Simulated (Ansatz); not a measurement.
# H4O3Sn: molecular dynamics

The plan is to follow the molecule's vibrations and see whether its bonds hold. The start is relaxed first. Runs: 300 steps of 0.25 fs under a Langevin thermostat at 700 K. SMILES of the start: [OH][SnH]([OH])[OH].

All numbers below are computed with Ansatz 0.2.0 (RKS B3LYP/def2-SVP).

### Step 1. The system as given

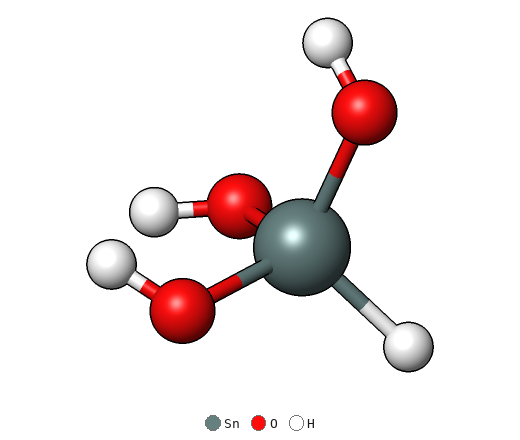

The starting structure, seen from a free direction (tin teal, oxygen red, hydrogen white).

Coordinates:

```xyz
8

Sn    0.0000    0.0000    0.0000
O     0.0000    0.0000    1.9600
H    -0.9095   -0.2814    2.2971
H     1.6408    0.0000   -0.5794
O    -0.9232    1.5994   -0.6527
H    -1.8810    1.3686   -0.8751
O    -0.9232   -1.5994   -0.6527
H    -1.3778   -2.0650    0.1197
```

### Step 2. Preparing the start

Input file input.yaml:

```yaml
crystal:
  periodic: [false, false, false]
  atoms:
    - { symbol: Sn, position_ang: [0.0, 0.0, 0.0] }
    - { symbol: O, position_ang: [0.0, 0.0, 1.96] }
    - { symbol: H, position_ang: [-0.9095, -0.2814, 2.2971] }
    - { symbol: H, position_ang: [1.6408, 0.0, -0.5794] }
    - { symbol: O, position_ang: [-0.9232, 1.5994, -0.6527] }
    - { symbol: H, position_ang: [-1.881, 1.3686, -0.8751] }
    - { symbol: O, position_ang: [-0.9232, -1.5994, -0.6527] }
    - { symbol: H, position_ang: [-1.3778, -2.065, 0.1197] }
basis:
  gaussian: { orbitals: def2-SVP }
hamiltonian:
  xc: b3lyp
relax:
  f_tol: 0.02
  max_steps: 40
```

On the command line:

```
$ ansatz run input.yaml --threads 1 --pin off --max-ram 2048MiB --backend cpu --events-out ev --progress --plain --runs-dir out
```

After this run come: Dynamics.

Before running it: what results should come out? Wanted: relaxation of the start; temperature, first and last step; temperature, second half; potential energy, second half; bonds formed or broken.

The runs gave:

| quantity | value |
| --- | --- |
| relaxation of the start | 12 moves, 0.259 eV lower |
| length | 300 steps of 0.25 fs |
| temperature, first and last step | 612 and 181 K |
| temperature, second half | mean 281 K, from 147 to 382 K |
| potential energy, second half | +38 meV/atom from the start |
| bonds formed or broken | 0 |

In words: Against a set 700 K the second half averages 281 K, going from 341 to 181 K over that half; 38 meV/atom has gone into potential energy, and a thermostat that acts over some 1000 fs has not made it up in 75 fs. No bond forms or breaks. A run of 75 fs with 8 atoms shows the motion but fixes no equilibrium value. The nuclei move classically, without zero-point motion, which matters most for hydrogen.
